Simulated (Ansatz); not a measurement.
## Pressure series in AlBO3

The parent structure is AlBO₃ (space group R-3c, No. 167; a = 4.4753 Å, c = 13.7376 Å (hexagonal axes)).

Cell and atoms are relaxed at each pressure.

Level of theory: Ansatz (a program for electronic structure), PBEsol, PAW, cutoff 420 eV, no SOC.

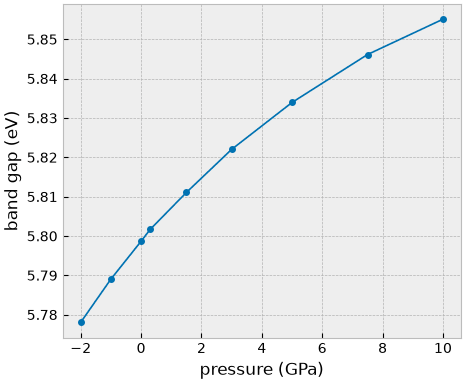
Figure: Band gap against pressure

```tsv
pressure (GPa)	band gap
-2	5.78 eV
-1	5.79 eV
0.3	5.80 eV
1.5	5.81 eV
3	5.82 eV
5	5.83 eV
7.5	5.85 eV
10	5.86 eV
```

Load acts through the strain it causes; cell and atoms are relaxed under it. No phonon test of stability was made. No other phases were tried under pressure.
